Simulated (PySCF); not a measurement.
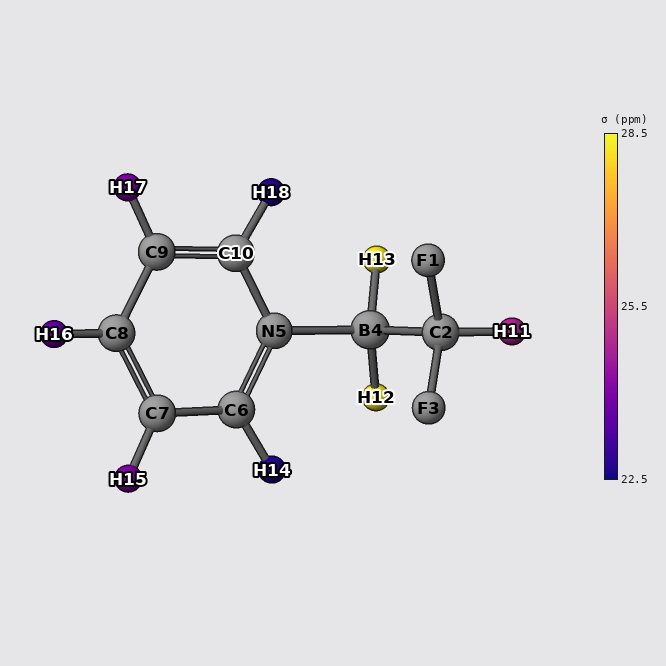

Atoms are coloured by their isotropic NMR shieldings (H only, the others grey). The geometry was computed by an optimisation with PBE0-D3(BJ)/def2-SVP. No frequency run is at hand to confirm it as a minimum. Level of theory: GIAO KT2/pcSseg-1 NMR shielding, non-relativistic, gas phase (PySCF 2.14.0).

Which H atom is the most shielded (lowest chemical shift)?

H12, H13 (28.21 to 28.24 ppm).

Which H atom is the least shielded (highest chemical shift)?

H14, H18 (22.74 ppm).

How wide is the range of H shifts?

5.50 ppm.

List the isotropic NMR shieldings of the H atoms.

```json
{"atom": "H11", "σ (ppm)": "24.85"}
{"atom": "H12", "σ (ppm)": "28.21"}
{"atom": "H13", "σ (ppm)": "28.24"}
{"atom": "H14", "σ (ppm)": "22.74"}
{"atom": "H15", "σ (ppm)": "24.06"}
{"atom": "H16", "σ (ppm)": "23.66"}
{"atom": "H17", "σ (ppm)": "24.06"}
{"atom": "H18", "σ (ppm)": "22.74"}
```
